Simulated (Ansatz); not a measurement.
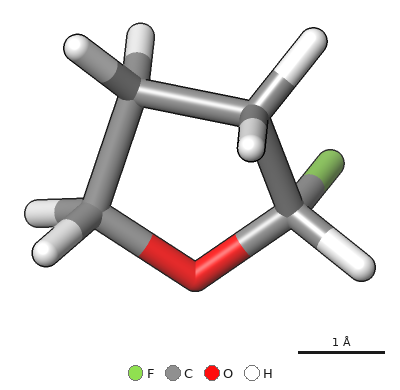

This is the input geometry for a relaxation of C$_{4}$H$_{7}$FO. The picture is a stick view, seen at a tilt.

The start comes from PBE-D4/def2-SVP.

Method: RKS PBE0-D4/def2-TZVP (Ansatz 0.2.0).

The input:
```yaml
crystal:
  periodic: [false, false, false]
  atoms:
    - {symbol: F, position_ang: [-2.084353, -0.608399, 0.198103]}
    - {symbol: C, position_ang: [-1.000907, -0.011350, 0.860343]}
    - {symbol: C, position_ang: [0.245416, -0.860316, 0.625247]}
    - {symbol: C, position_ang: [0.662203, -0.364804, -0.766504]}
    - {symbol: C, position_ang: [0.308937, 1.126643, -0.680657]}
    - {symbol: O, position_ang: [-0.730933, 1.234724, 0.314704]}
    - {symbol: H, position_ang: [-1.313020, 0.121434, 1.918473]}
    - {symbol: H, position_ang: [0.032899, -1.944226, 0.682829]}
    - {symbol: H, position_ang: [1.010939, -0.607669, 1.388914]}
    - {symbol: H, position_ang: [1.728231, -0.543673, -1.003974]}
    - {symbol: H, position_ang: [0.044136, -0.865860, -1.538087]}
    - {symbol: H, position_ang: [-0.057200, 1.547151, -1.640312]}
    - {symbol: H, position_ang: [1.173953, 1.741546, -0.344180]}
basis:
  gaussian: {orbitals: def2-TZVP}
hamiltonian: {xc: pbe0, dispersion: d4}
relax: {f_tol: 0.005, max_steps: 150}
```

Launched with:
```bash
ansatz run in.yaml --threads 4 --pin off --events-out ev --progress --plain --max-ram 10444MiB
```

Predict the outcome.

Answer. After 8 geometry steps the energy has fallen by 5.39 kJ/mol. The largest force component goes from 0.63 to 0.0035 eV/Å. The largest move after the best rigid fit is that of H12, 0.059 Å. By element the largest moves are H 0.059 Å, F 0.040 Å, O 0.024 Å, C 0.020 Å. Near-neighbour distances that change, for instance: C2–H7 1.111 → 1.092 Å, C2–O6 1.387 → 1.373 Å, C2–C3 1.526 → 1.512 Å, C4–C5 1.535 → 1.525 Å. Cost: 37 s on 4 threads of Arm Neoverse V1, on a shared host.

History of the run:

```tsv
step	E − E(0), kJ/mol	largest force component, eV/Å
0	0.00	0.6308
1	-4.82	0.2444
2	-5.34	0.0356
3	-5.36	0.0091
4	-5.38	0.0140
5	-5.38	0.0094
6	-5.39	0.0074
7	-5.39	0.0058
8	-5.39	0.0035
```

Final geometry:

```xyz
13

F    -2.0752   -0.5725    0.2130
C    -0.9832   -0.0036    0.8645
C     0.2349   -0.8642    0.6155
C     0.6702   -0.3602   -0.7565
C     0.3000    1.1170   -0.6844
O    -0.7104    1.2290    0.3256
H    -1.2844    0.1210    1.9066
H     0.0014   -1.9273    0.6512
H     0.9876   -0.6422    1.3768
H     1.7307   -0.5141   -0.9561
H     0.0981   -0.8631   -1.5380
H    -0.0952    1.5053   -1.6251
H     1.1459    1.7400   -0.3781
```

The end point in the same view:

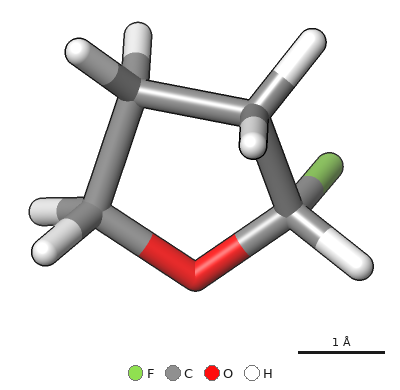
